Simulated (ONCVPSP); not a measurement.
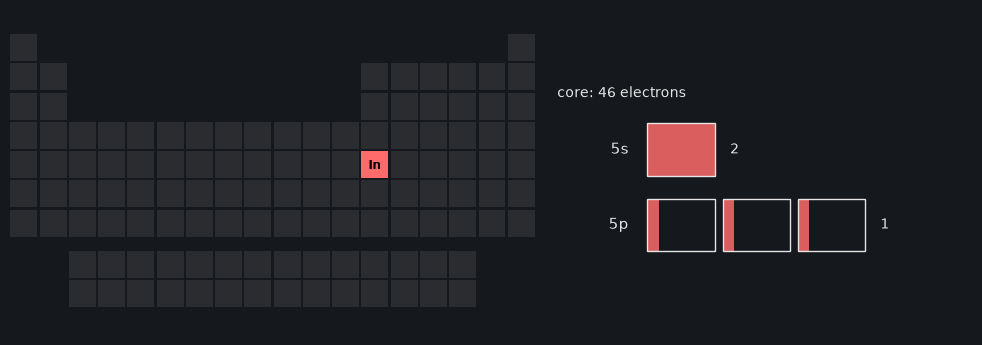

Left, the place of indium in the periodic table; right, the valence shells of the reference configuration: a box for each of the 2l + 1 orbitals, shaded by the share of the shell that is filled, with the electron count at the right.

Pseudopotential generation for In

- system: indium (In, Z = 49), core [Kr] 4d10, reference valence 5s2 5p1, valence charge 3.
- method: ONCV potential, PBE, scalar-relativistic, made with ONCVPSP 4.0.1

**Results in brief**

- outcome: generated, with a ghost state
- cutoffs needed: 5.5 Ha and 31 Ha (the cutoffs at which the residual kinetic energy of the hardest occupied pseudo-wave falls to 1 and 0.1 mHa per electron)
- ghost test: GHOST(-) flagged for p at -316.0 eV; no localised positive-energy state flagged
- largest excitation error: -203 meV (all-electron minus pseudo) for 5s1 5p0, out of 4 test configurations
- rms error of d²Exc/dni dnj: 7.48 mHa without and 0.29 mHa with the model core
- range over which the phases arctan(r R′/R) at the test radius agree within 0.05 rad (a looser test near the poles than one of phase shifts): s: up to about 2.6 Ha; p: up to about 4.5 Ha; d: not judged, local potential alone; f: not judged, local potential alone
- hardware: 1 CPU thread, shared host
- wall time: 2 s

**Notes**

The potential has a bound ghost state, so it can't be used as it stands.

**Input file**
```
# ATOM AND REFERENCE CONFIGURATION
# atsym  z   nc   nv     iexc    psfile
  In 49.00    9    2        4      upf
#
#   n    l    f
    1    0    2.00
    2    0    2.00
    2    1    6.00
    3    0    2.00
    3    1    6.00
    3    2   10.00
    4    0    2.00
    4    1    6.00
    4    2   10.00
    5    0    2.00
    5    1    1.00
#
# PSEUDOPOTENTIAL AND OPTIMIZATION
# lmax
    1
#
#   l,   rc,      ep,       ncon, nbas, qcut
    0    1.85    0.00    4    7    4.00
    1    2.05    0.00    4    7    3.50
#
# LOCAL POTENTIAL
# lloc, lpopt,  rc(5),   dvloc0
    0    5    1.85    0.00
#
# VANDERBILT-KLEINMAN-BYLANDER PROJECTORs
# l, nproj, debl
    0    0    2.60
    1    2    2.40
#
# MODEL CORE CHARGE
# icmod, fcfact, rcfact
    1    0.60    0.00
#
# LOG DERIVATIVE ANALYSIS
# epsh1, epsh2, depsh
   -2.00    5.00    0.02
#
# OUTPUT GRID
# rlmax, drl
    6.00    0.01
#
# TEST CONFIGURATIONS
# ncnf
    4
# nvcnf
#   n    l    f
    2
    5    0    2.00
    5    1    0.00
#
    2
    5    0    1.00
    5    1    0.00
#
    2
    5    0    2.00
    5    1    0.50
#
    2
    5    0    0.00
    5    1    3.00
#
```

Command:
```bash
oncvpsp.x < In.dat > In.out
```

**Output (extracts)**
```
ONCVPSP  (Optimized Norm-Conservinng Vanderbilt PSeudopotential)
scalar-relativistic version 4.0.1

#   n    l    f        energy (Ha)
    1    0    2.00    -1.0199550E+03
    2    0    2.00    -1.5271681E+02
    2    1    6.00    -1.3706868E+02
    3    0    2.00    -2.8979330E+01
    3    1    6.00    -2.3855262E+01
    3    2   10.00    -1.5901853E+01
    4    0    2.00    -4.3974108E+00
    4    1    6.00    -2.8712316E+00
    4    2   10.00    -6.8439220E-01
    5    0    2.00    -3.0176496E-01
    5    1    1.00    -9.2560952E-02

Reference configufation results
  iterations    22
  all-electron total energy (Ha)   -5.88163595D+03

Begin loop to  construct optimized pseudo wave functions
and semi-local pseudopoentials for all angular momenta

Calculating optimized projector #   1

 for l=   0

    Fraction of norm inside rc  0.214538
    Optimizing pswf for qcut=   4.01 a_B^-1,  ecut=   8.03 Ha
    Residual kinetic energy error=  4.43D-04 Ha

    Energy error per electron        Cutoff
         Ha          eV             Ha
         0.01000     0.27211        3.55
         0.00100     0.02721        5.53
         0.00010     0.00272       30.89
         0.00001     0.00027       39.31

   Wellstate for l =  1  n =  7
     eigenvalue =   2.3074
     asymptotic potential =   2.8074
     half-point radius =  4.1799

Calculating optimized projector #   1

 for l=   1

    Fraction of norm inside rc  0.105919
    Optimizing pswf for qcut=   3.50 a_B^-1,  ecut=   6.12 Ha
    Residual kinetic energy error=  2.84D-04 Ha

    Energy error per electron        Cutoff
         Ha          eV             Ha
         0.01000     0.27211        0.98
         0.00100     0.02721        3.98
         0.00010     0.00272       26.68
         0.00001     0.00027       35.48

Calculating optimized projector #   2

 for l=   1

    Fraction of norm inside rc  0.133501
    Optimizing pswf for qcut=   3.50 a_B^-1,  ecut=   6.12 Ha
    Residual kinetic energy error=  4.08D-02 Ha

    Energy error per electron        Cutoff
         Ha          eV             Ha
         0.01000     0.27211       25.48
         0.00100     0.02721       46.13
         0.00010     0.00272       53.95
         0.00001     0.00027       80.85

Construct Vanderbilt / Kleinmman-Bylander projectors

B matrix Hermiticity error, ll=   1
   1   2   -9.3385E-05

  Orthonormal projector coefficients -4.8836E+01  2.1351E+00

Model core correction analysis
  based on d2Exc/dn_idn_j

d2excae - all-electron derivatives

   -1.146569D-02   -4.317677D-03
   -5.152671D-03   -2.059106D-03

d2excps - pseudofunction derivatives with no core correction

   -2.499148D-02   -8.238550D-03
   -1.000377D-02   -3.420589D-03

rms 2nd derivative error    7.478420E-03

Polynomial model core charge

d2excps - pseudofunction derivatives with core correction

   -1.194708D-02   -4.527619D-03
   -5.363179D-03   -2.142630D-03

rms 2nd derivative error    2.859635E-04

Pseudoatom total energy   -1.970795

Diagnostic tests using Vanderbilt-Kleinman-Bylander pseudopotentials
  1 or more projectors used as specified by nproj input data

   l    rcore       rmatch      e in        delta e   norm test  slope test

   0   1.8607365   1.9172325  -0.3017650  -0.0000006   1.0000013   0.9999955

   1   2.0599209   2.1224646  -0.0925610   0.0000012   1.0000250   1.0000196
   1   2.0599209   2.1224646   2.3074390   0.0000021   1.0002504   1.0002504

 Testing for bound ghosts
   n   l    E NL Schr. Eq   E Basis Diag.   E Cutoff

       1                      -11.611895     51.71  WARNING - GHOST(-)
   2   1       -0.092560       -0.062529     51.71

 Testing for highly-localized positive-energy ghosts
       l    <radius>/rc     E Basis Diag.   E Cutoff

Test configuration 0

   n   l     f        eae           eps        diff
   1   0  2.0000-1019.95496395
   2   0  2.0000 -152.71680934
   2   1  6.0000 -137.06867834
   3   0  2.0000  -28.97933047
   3   1  6.0000  -23.85526208
   3   2 10.0000  -15.90185308
   4   0  2.0000   -4.39741076
   4   1  6.0000   -2.87123162
   4   2 10.0000   -0.68439220
   5   0  2.0000   -0.30176496   -0.30176552   -5.62D-07
   5   1  1.0000   -0.09256095   -0.09255976    1.19D-06

    Total energies and differences
      AE_ref= -5.88163595D+03  AE_tst= -5.88163595D+03  dif=  0.00D+00
      PS_ref= -1.97079536D+00  PS_tst= -1.97079536D+00  dif= -3.55D-15
      PSP excitation error=  3.55D-15

Test configuration 1

   n   l     f        eae           eps        diff
   1   0  2.0000-1020.23088656
   2   0  2.0000 -152.99126966
   2   1  6.0000 -137.34330486
   3   0  2.0000  -29.25359294
   3   1  6.0000  -24.12953529
   3   2 10.0000  -16.17605630
   4   0  2.0000   -4.67171257
   4   1  6.0000   -3.14569823
   4   2 10.0000   -0.95816598
   5   0  2.0000   -0.54849627   -0.55087859   -2.38D-03

    Total energies and differences
      AE_ref= -5.88163595D+03  AE_tst= -5.88143885D+03  dif=  1.97D-01
      PS_ref= -1.97079536D+00  PS_tst= -1.77313890D+00  dif=  1.98D-01
      PSP excitation error= -5.55D-04

Test configuration 2

   n   l     f        eae           eps        diff
   1   0  2.0000-1020.62443740
   2   0  2.0000 -153.38008447
   2   1  6.0000 -137.73238653
   3   0  2.0000  -29.64280069
   3   1  6.0000  -24.51873439
   3   2 10.0000  -16.56498989
   4   0  2.0000   -5.06106775
   4   1  6.0000   -3.53499747
   4   2 10.0000   -1.34244364
   5   0  1.0000   -0.86991953   -0.88187397   -1.20D-02

    Total energies and differences
      AE_ref= -5.88163595D+03  AE_tst= -5.88073196D+03  dif=  9.04D-01
      PS_ref= -1.97079536D+00  PS_tst= -1.05936433D+00  dif=  9.11D-01
      PSP excitation error= -7.45D-03

Test configuration 3

   n   l     f        eae           eps        diff
   1   0  2.0000-1020.08376897
   2   0  2.0000 -152.84510151
   2   1  6.0000 -137.19703218
   3   0  2.0000  -29.10754977
   3   1  6.0000  -23.98348571
   3   2 10.0000  -16.03005135
   4   0  2.0000   -4.52567385
   4   1  6.0000   -2.99957074
   4   2 10.0000   -0.81254986
   5   0  2.0000   -0.41873024   -0.41948822   -7.58D-04
   5   1  0.5000   -0.19513209   -0.19553308   -4.01D-04

    Total energies and differences
      AE_ref= -5.88163595D+03  AE_tst= -5.88156463D+03  dif=  7.13D-02
      PS_ref= -1.97079536D+00  PS_tst= -1.89938765D+00  dif=  7.14D-02
      PSP excitation error= -9.51D-05

Test configuration 4

   n   l     f        eae           eps        diff
   1   0  2.0000-1020.07314615
   2   0  2.0000 -152.83196517
   2   1  6.0000 -137.18376169
   3   0  2.0000  -29.09607486
   3   1  6.0000  -23.97196275
   3   2 10.0000  -16.01829283
   4   0  2.0000   -4.51568392
   4   1  6.0000   -2.98940629
   4   2 10.0000   -0.79770549
   5   1  3.0000   -0.14091921   -0.14196639   -1.05D-03

    Total energies and differences
      AE_ref= -5.88163595D+03  AE_tst= -5.88119688D+03  dif=  4.39D-01
      PS_ref= -1.97079536D+00  PS_tst= -1.52879011D+00  dif=  4.42D-01
      PSP excitation error= -2.94D-03
```

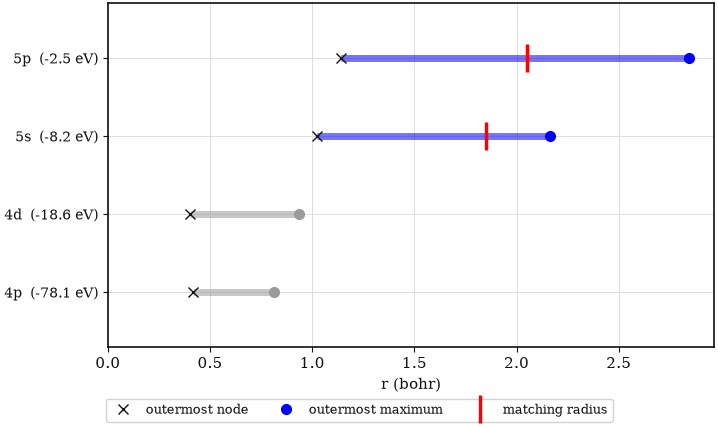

Outer shells of the all-electron reference atom: each bar runs from the outermost node (or the nucleus) to the outermost maximum of u(r); the tick is the radius chosen for the pseudo-wave. Shells without a tick have no pseudo-wave of their own. Levels, nodes and maxima are from ld1.x, scalar-relativistic.

- Radii against the shells: 5s: 1.85 bohr, between node and maximum; 5p: 2.05 bohr, between node and maximum.

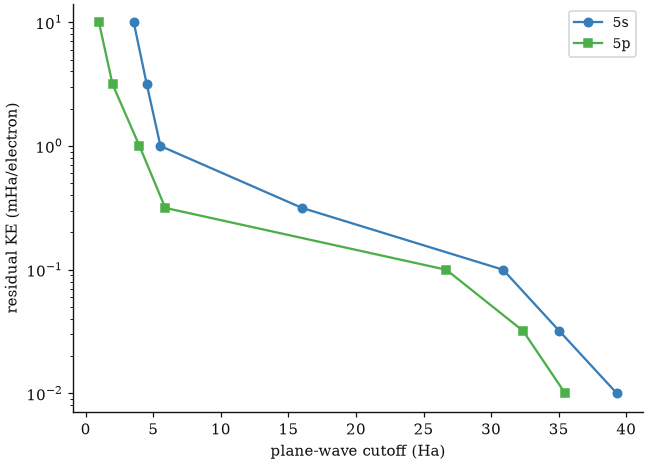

Residual kinetic energy of the pseudo-waves (the first of each channel, and further valence shells) beyond the plane-wave cutoff, as the generator prints it.

- Cutoffs for 1 mHa per electron: 5s: 5.5 Ha; 5p: 4.0 Ha.
- Hardest wave at 1 mHa per electron: 5s, with rc = 1.85 bohr and qcut = 4 1/bohr. The optimisation minimises, but can't always remove, the kinetic energy above qcut²/2 = 8.0 Ha, and a larger rc would as a rule soften the wave at some cost in transferability.
- Cutoffs for the occupied states: 5.5 Ha for 1 mHa and 31 Ha for 0.1 mHa per electron. The first is set by 5s. The potential isn't sound: its ghost test gives GHOST(-) flagged for p at -316.0 eV; no localised positive-energy state flagged.

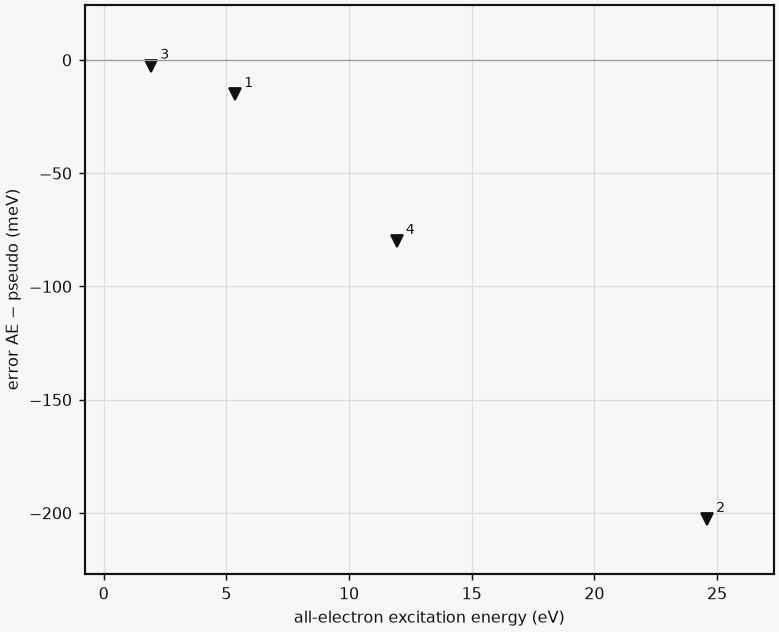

Errors, all-electron minus pseudo, of the energies of valence configurations relative to the unpolarised reference 5s2 5p1. Points: 1 = 5s2 5p0; 2 = 5s1 5p0; 3 = 5s2 5p0.5; 4 = 5s0 5p3.

- Worst configuration: 5s1 5p0 (charge +2): the error is -203 meV on an all-electron energy of +24.60 eV relative to the reference, or 0.82 %.
- Configurations within 10 meV and within 50 meV: 1 and 2 of 4.

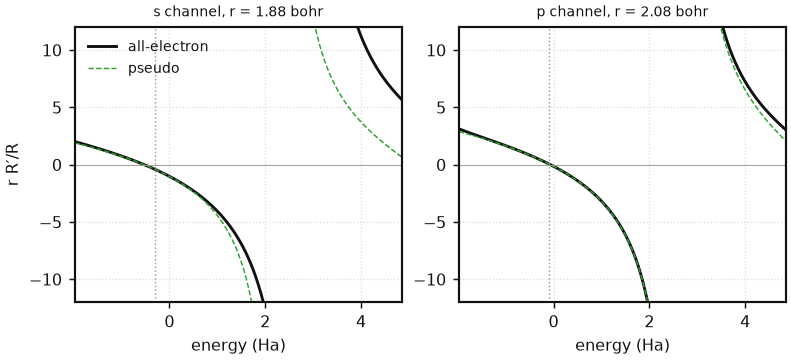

Logarithmic derivatives r R′/R at the test radius against energy, all-electron atom (solid) and pseudo-atom (dashed). Here R(r) is the radial function. The dotted line marks the reference energy of the channel. Not drawn: d: not judged; f: not judged.

- Zeros of the logarithmic derivative: s: all-electron -0.5 Ha, pseudo -0.5 Ha; p: all-electron -0.1 Ha, pseudo -0.1 Ha.
- Poles, where the radial function vanishes at the test radius: s: all-electron at 2.9 Ha, pseudo at 2.4 Ha; p: all-electron at 2.7 Ha, pseudo at 2.7 Ha.
